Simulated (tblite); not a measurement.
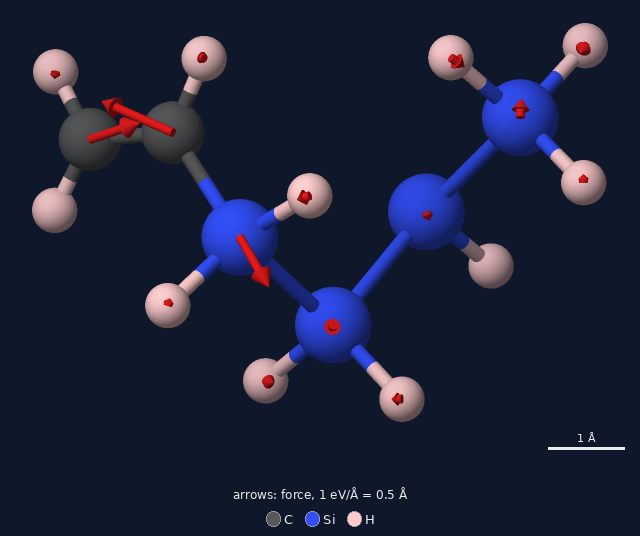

Starting geometry of C$_{2}$H$_{11}$Si$_{4}$ (multiplicity 2) with the computed forces as red arrows. Style: ball-and-stick. Shown at a tilt.

Level of theory: GFN2-xTB geometry optimisation, gas phase (tblite). 

Is this structure relaxed? If not, where do the atoms go?

It isn't relaxed: the largest force vector, on a C atom, is 2.48 eV/Å. The final displacements have little in common with the starting forces (cosine between the two patterns 0.09). The largest move after the best rigid fit is that of an H atom, 1.01 Å. By element the largest moves are H 1.01 Å, Si 0.60 Å, C 0.40 Å. Some distances before and after: C–Si 1.819 → 1.879 Å, C–C 1.356 → 1.323 Å, H–Si 1.495 → 1.468 Å, Si–Si 2.299 → 2.318 Å. Among the angles between lasting bonds that change: Si–Si–Si 107.5° → 124.2°, Si–Si–H 111.0° → 117.6°, H–Si–H 108.2° → 102.2°. Groups turn about C–Si by about 35°, Si–Si by about 25°, Si–Si by about 25°. The energy falls by 26.3 kJ/mol in 147 geometry steps. The run took 1.4 s on 1 thread of Arm Neoverse V1, on a shared host.
